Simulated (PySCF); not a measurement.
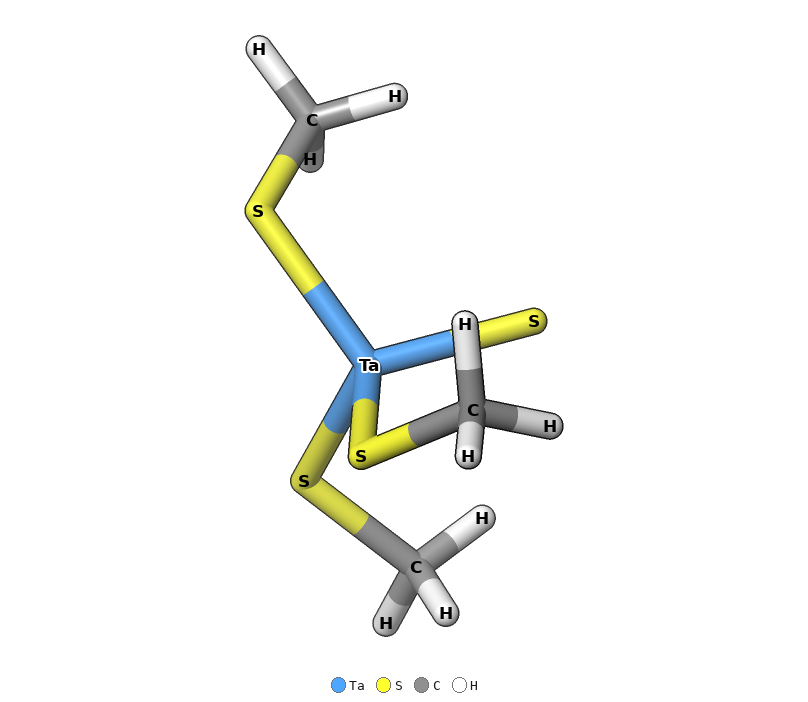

Charge 0, singlet. Computed geometry: PBE0-D3(BJ)/def2-SVP optimisation. No frequency run is at hand to confirm it as a minimum. Properties computed with CAM-B3LYP/def2-SVPD, gas phase, core potentials on Ta (PySCF 2.14.0). Excitations: vertical, linear response.

Predict the main results.

The species is C₃H₉S₄Ta (`C[S][Ta](=[S])([S]C)[S]C`).
- dipole moment: 0.79 D
- HOMO energy (Kohn–Sham orbital): −8.37 eV
- LUMO energy (Kohn–Sham orbital): −1.35 eV
- HOMO–LUMO gap: 7.02 eV
- mean static polarisability: 171.9 bohr³
- lowest vertical singlet excitation: 3.78 eV
- its oscillator strength: 0.009
- brightest of the 10 lowest singlets: 4.13 eV
- its oscillator strength: 0.03
